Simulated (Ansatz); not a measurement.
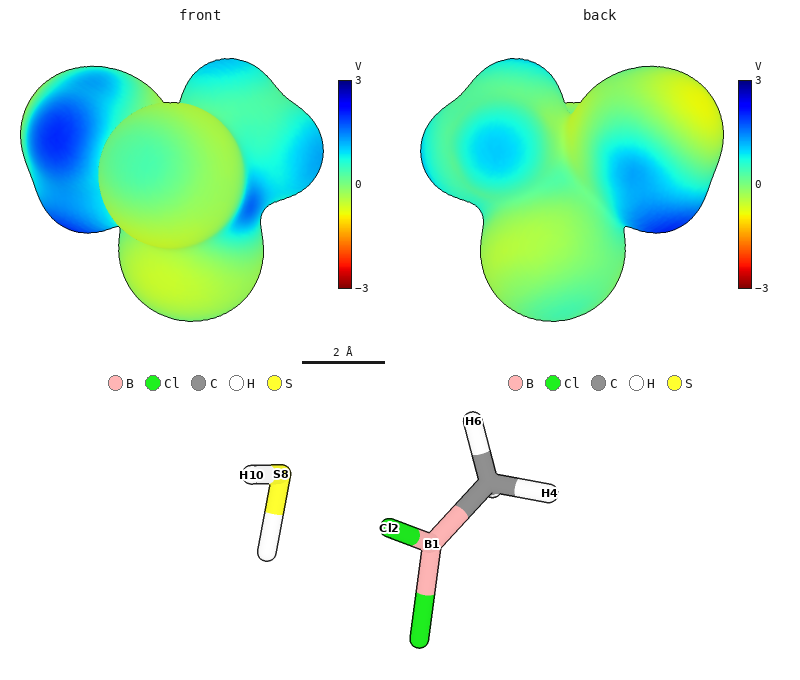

Figure 1: CH3BCl2···H2S. The electrostatic potential painted on the density surface at 0.004 e/bohr³, seen from the front and from behind; red is negative and blue positive. The bare structure is drawn below in the same view.

All numbers below come from RKS PBE0-D4/def2-SVP in Ansatz.

Input file:

```
crystal:
  periodic: [false, false, false]
  atoms:
    - { symbol: B, position_ang: [0.028344, -0.231958, 0.009945] }
    - { symbol: Cl, position_ang: [0.038533, -0.643394, 1.792233] }
    - { symbol: C, position_ang: [1.363583, -0.046709, -0.760615] }
    - { symbol: H, position_ang: [1.733136, -1.056064, -1.020632] }
    - { symbol: H, position_ang: [1.228673, 0.506691, -1.699964] }
    - { symbol: H, position_ang: [2.141778, 0.435357, -0.151983] }
    - { symbol: Cl, position_ang: [-1.525714, -0.366418, -0.797585] }
    - { symbol: S, position_ang: [-0.256006, 2.753731, 0.755293] }
    - { symbol: H, position_ang: [-1.561957, 2.562289, 0.468829] }
    - { symbol: H, position_ang: [-0.314572, 1.905776, 1.839578] }
basis:
  gaussian: { orbitals: def2-SVP }
hamiltonian:
  xc: pbe0
  dispersion: d4
relax:
  f_tol: 0.03
  max_steps: 50
output:
  orbitals: {}
```

Run with:

```sh
ansatz run input.yaml --threads 2 --pin off --max-ram 3072MiB --backend cpu --events-out ev --progress --plain --runs-dir out
```

The fields are those of the relaxed geometry.

Q: Which sites attract a positive test charge, and which a negative one?

A: A positive charge is drawn to the negative regions and a negative charge to the positive ones. The most negative region (about −0.8 V, or −18 kcal/mol for a unit charge) lies over S8, the most positive (about +2.0 V, or +46 kcal/mol for a unit charge) over H9 and H10. Cl2 shows a σ-hole: about +0.4 V, or +9 kcal/mol for a unit charge at the tip opposite its bond, against about −0.1 V on its flanks.
